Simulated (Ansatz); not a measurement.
## Fields on a plane of Ti (hcp, Mg type)

```
Ti
1.0
    2.93627     0.00000     0.00000
   -1.46813     2.54288     0.00000
    0.00000     0.00000     4.63716
Ti
2
Direct
  0.33333   0.66667   0.75000
  0.66667   0.33333   0.25000
```

The slice is a (-1 1 0 2) plane (indices of the conventional cell) through the point (0.667, 0.333, 0.250) (fractional), spanned by u = [110] and v = [1 -1 1] in vectors of this cell: u (2.94 Å) and v (6.88 Å, at 90° to u). It covers one period; positions are fractions (u, v).

Atoms on it: Ti at (0.00, 0.00). Other atoms lie within 1 Å of the plane.

Level of theory: r2SCAN (plane waves to 500 eV, PAW, scalar-relativistic; Ansatz, a program for electronic structure). k mesh 18×18×10. Inside the PAW spheres the values are not all-electron values, and peaks at nuclei hang on which shells count as valence. The PAW data are Ansatz's earlier set. Ti is run without spin polarisation. Ti was relaxed with its symmetry unable to fall.

```
|xxxxxx  ====  xxxx|
|xxxxxx--####--xxxx|
|    --##@@@@##--  |
|==++##%%@@@@%%##++|
|--==**%%@@@@%%**==|
|xxxx..++%%%%++..xx|
|xxxxxx::****::xxxx|
|xxxxxx..****..xxxx|
|xxxxxx::####::xxxx|
|xxxx  ++%%%%++  xx|
|  ::==**####**==::|
|******++++++++****|
|@@%%**==::::==**%%|
|@@@@**--....--**@@|
|@@%%##++----++##%%|
|******************|
|    --**####**--  |
|xxxxxx--####--xxxx|
|xxxxxx  ++++  xxxx|
|xxxxxxxx====xxxxxx|
```
Scale: ten equal steps from 2.00 (start of ' ') to 10.80 (end of '@'), in the order ' .:-=+*#%@'. Values: electrostatic potential energy of an electron, from the cell's mean, in eV. The map has 9 points along u (two characters each, u = 0 at the left) and 20 along v (v = 0 in the bottom row). Points within 1 Å of a nucleus are blanked (x), as the pseudised field means little there. Values under 2 eV are set to 2. The zero, the cell's mean, hangs on the PAW cores.

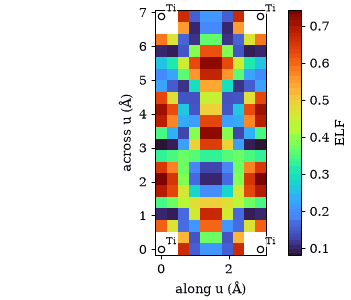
Figure. Electron localisation function (ELF), one period of the plane, atoms marked. Points within 0.5 Å of a nucleus are left white, as the pseudised field means little there.
